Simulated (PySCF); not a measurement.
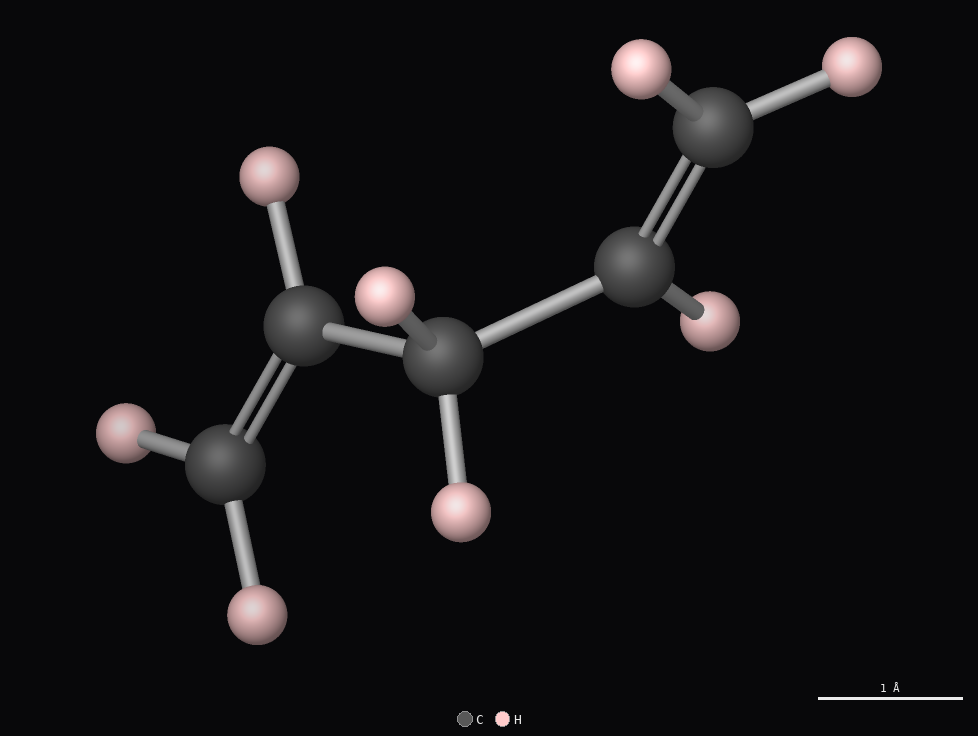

Rendered structure (ball-and-stick style). Multiple sticks mark multiple bonds (one Kekulé form).

**Give the formula.**

C5H8, 13 atoms: 5 carbon and 8 hydrogen.

**Write the SMILES.**

C=CCC=C

**Describe its rings.**

It has no ring.

**Name functional groups in it.**

Among them: alkene.

**Count the bonded pairs by element.**

8 C–H, 4 C–C.

More results for the same structure follow; atom numbers are the same in all pictures, views and colours differ. The computed structure is the end point of a PBE0-D3(BJ)/def2-TZVP optimisation. No frequency run is at hand to confirm it as a minimum.

### NMR shielding

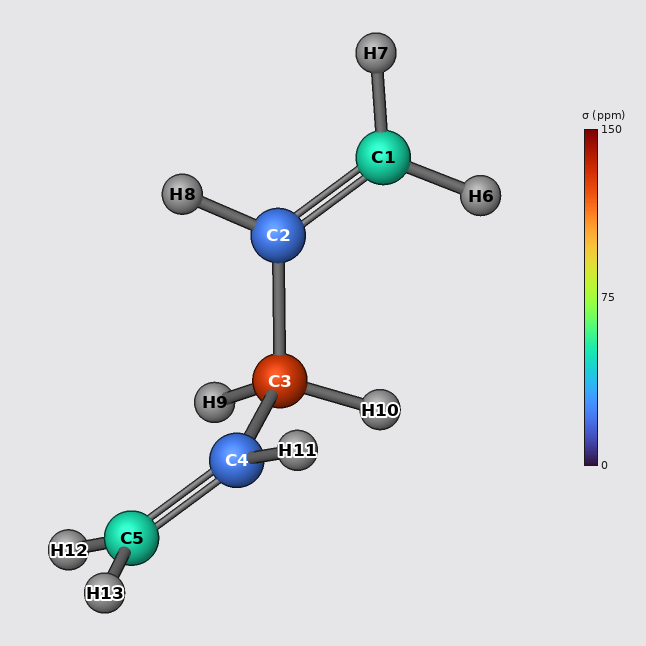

Atoms are coloured by their isotropic NMR shieldings (C only, the others grey). No frequency run is at hand to confirm it as a minimum. Level of theory: GIAO WP04/pcSseg-2 NMR shielding, non-relativistic, IEF-PCM chloroform (PySCF 2.14.0).

Give the isotropic NMR shieldings of the C atoms atom by atom.

```csv
atom,σ (ppm)
C1,50.9
C2,23.8
C3,128.3
C4,23.8
C5,50.8
```

### Levels of theory compared

No frequency run is at hand to confirm it as a minimum. Program: PySCF 2.14.0.

At this fixed geometry, give dipole (D), HOMO energy (eV) at these levels: B3LYP/pcJ-2; B97-2/pcJ-2; B97-2/pcSseg-2; KT3/pcSseg-2; PBE0/pcJ-2; PBE0/pcSseg-2; WP04/pcSseg-2 in chloroform (IEF-PCM); ωB97X-D/pcSseg-2; ωB97X-D/pcSseg-2 in chloroform (IEF-PCM).

```json
{"level": "B3LYP/pcJ-2", "dipole (D)": "0.13", "HOMO energy (eV)": "−7.18"}
{"level": "B97-2/pcJ-2", "dipole (D)": "0.13", "HOMO energy (eV)": "−7.13"}
{"level": "B97-2/pcSseg-2", "dipole (D)": "0.13", "HOMO energy (eV)": "−7.14"}
{"level": "KT3/pcSseg-2", "dipole (D)": "0.13", "HOMO energy (eV)": "−6.28"}
{"level": "PBE0/pcJ-2", "dipole (D)": "0.13", "HOMO energy (eV)": "−7.40"}
{"level": "PBE0/pcSseg-2", "dipole (D)": "0.13", "HOMO energy (eV)": "−7.40"}
{"level": "WP04/pcSseg-2 in chloroform (IEF-PCM)", "dipole (D)": "0.17", "HOMO energy (eV)": "−8.37"}
{"level": "ωB97X-D/pcSseg-2", "dipole (D)": "0.13", "HOMO energy (eV)": "−9.24"}
{"level": "ωB97X-D/pcSseg-2 in chloroform (IEF-PCM)", "dipole (D)": "0.19", "HOMO energy (eV)": "−9.22"}
```

### Charges

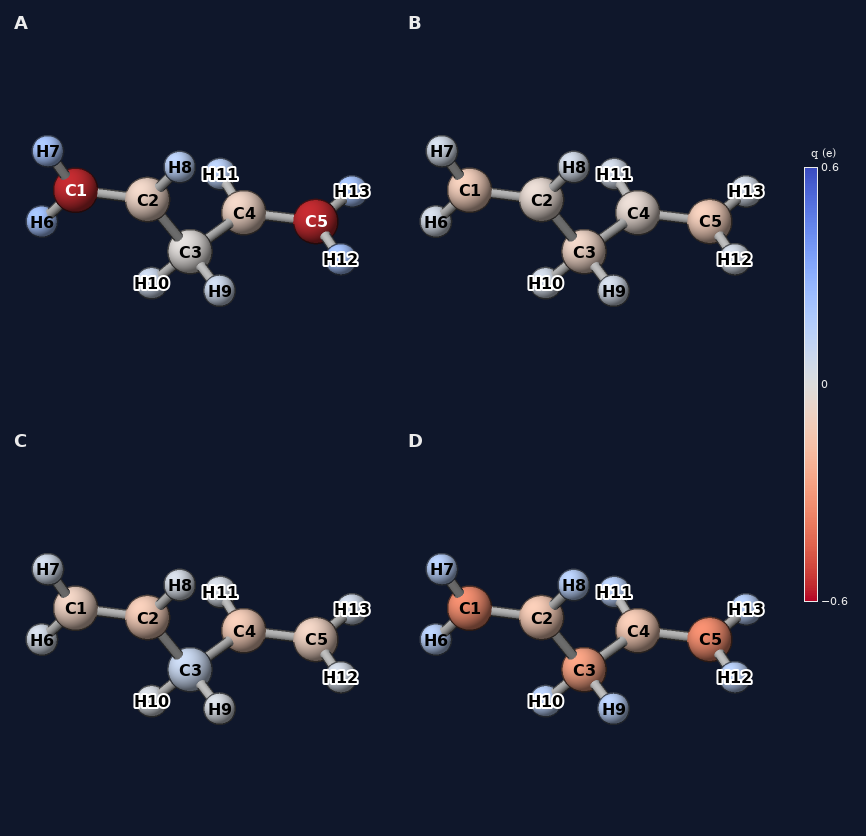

Atomic charges of one calculation by 4 schemes, on one colour scale. No frequency run is at hand to confirm it as a minimum. Computed with PBE0/pcSseg-2 (PySCF 2.14.0).

**The schemes are ESP-fitted, Hirshfeld, IAO, Mulliken. Which panel shows which?**

A ESP-fitted, B Hirshfeld, C Mulliken, D IAO.

List the charges (e), one line for each set of equivalent atoms.

| atom | ESP-fitted | Hirshfeld | Mulliken | IAO |
| --- | --- | --- | --- | --- |
| C1, C5 | −0.55 | −0.11 | −0.09 | −0.33 |
| C2, C4 | −0.08 | −0.04 | −0.12 | −0.13 |
| C3 | −0.01 | −0.08 | 0.08 | −0.27 |
| H6, H12 | 0.22 | 0.05 | 0.04 | 0.15 |
| H7, H13 | 0.21 | 0.05 | 0.06 | 0.16 |
| H8, H11 | 0.14 | 0.05 | 0.04 | 0.15 |
| H9, H10 | 0.07 | 0.05 | 0.03 | 0.15 |

Mulliken values depend strongly on the basis set and can even reverse the polarity of a bond.
